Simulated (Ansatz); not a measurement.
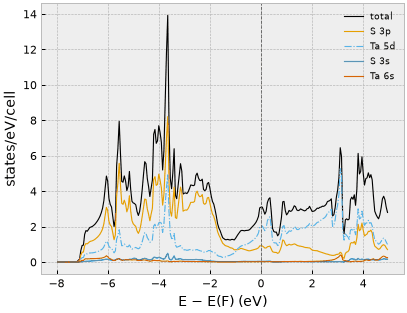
Figure. Total and projected density of states of TaS$_{2}$ in space group R-3m (No. 166; Ta on 6c, S on 6c, S on 6c), the program Ansatz at the LDA level (PAW)

**Question.** Which orbitals carry the states next to the Fermi level?

**Answer.** Within 0.5 eV of the Fermi level: Ta 5d 65 %, S 3p 30 %. Projections are on Löwdin-orthogonalised atomic valence shells; empty p or d shells of many metals are not among them.

**Question.** Where is the tallest occupied peak in this window, and what makes it?

**Answer.** Near -3.6 eV, about 14 states/eV per cell; the largest projected share is S 3p.

The first step of the workflow began from a Materials Project structure, measured or hypothetical; the Crystallography Open Database files this formula in space group No. 166, but the cells were not matched. Its standing as an ambient phase is unchecked. Symmetry was held in the LDA relaxation; its stability against distortions is not shown here. No spin polarisation was allowed. A crystal of weakly bound layers computed without a dispersion correction: the cell and the soft elastic constants depend strongly on that. Spin–orbit coupling is left out wherever it is not named.

Potentials: the later of the program's two PAW sets.
